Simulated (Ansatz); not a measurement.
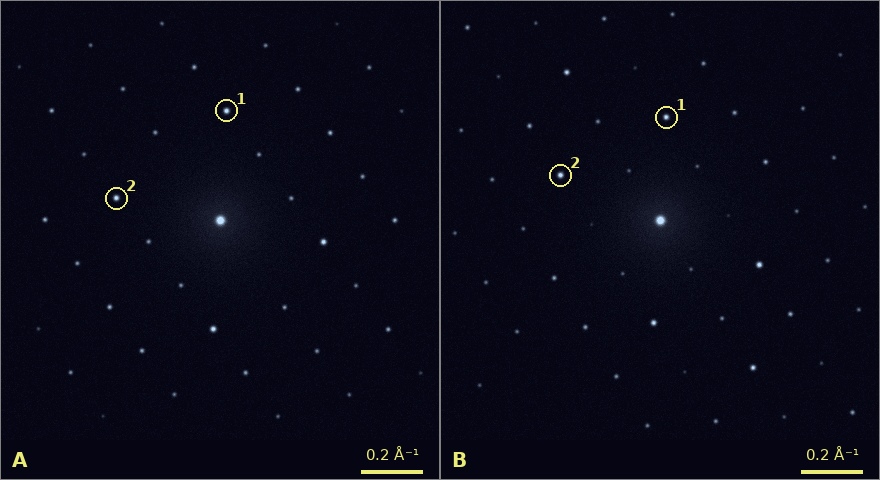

Kinematic electron diffraction patterns (200 kV, B = 0.5 Å², same scale) along [111] of the run's own cell, for the start and the end of one relaxation of Pb2S with DFT, PAW plane waves, lda (Ansatz). k mesh 4×6×3. The start is a generated model structure, and the relaxation ends in the nearest stationary point of its symmetry, not necessarily the ground state. Spot 1 is -2 1 1 and spot 2 is -1 -1 2 in both.

Start structure:

```
CELL_PARAMETERS angstrom
7.55445 0.00000 0.00000
0.00000 4.65950 0.00000
0.00000 0.00000 8.19420
ATOMIC_POSITIONS crystal
Pb 0.02850 0.23030 0.40790
Pb 0.47150 0.76970 0.90790
Pb 0.52850 0.26970 0.59210
Pb 0.97150 0.73030 0.09210
Pb 0.12740 0.40740 0.82100
Pb 0.37260 0.59260 0.32100
Pb 0.62740 0.09260 0.17900
Pb 0.87260 0.90740 0.67900
S 0.22100 0.15700 0.14500
S 0.27900 0.84300 0.64500
S 0.72100 0.34300 0.85500
S 0.77900 0.65700 0.35500
```

### Which pattern belongs to the start structure, and which to the relaxed one?

A is the start: its cell gives d(1) = 2.762 Å, d(2) = 2.850 Å and an angle of 81.5°. B is the relaxed structure, with d(1) = 2.930 Å (+6.1 %), d(2) = 2.768 Å (-2.8 %) and 69.2°.

### Name reflections whose intensity changes strongly on relaxation.

1 0 -1 comes into sight; 3 -1 -2 goes from 20 to 0.68 % of the strongest spot; 0 1 -1 goes from 13 to 0.28 % of the strongest spot; 3 0 -3 goes from 12 to 57 % of the strongest spot.

### What did the relaxation do to the structure and the energy?

The volume changed by +7.6 % to 25.86 Å³ an atom; with the mean shift removed, the atoms moved by up to 0.87 Å relative to the cell (S most); the space group stayed P2_12_12_1 (No. 19); the free energy fell by 250 meV an atom. Relaxed cell: a = 7.846 Å, b = 5.720 Å, c = 6.915 Å, α = 90.00°, β = 90.00°, γ = 90.00°.
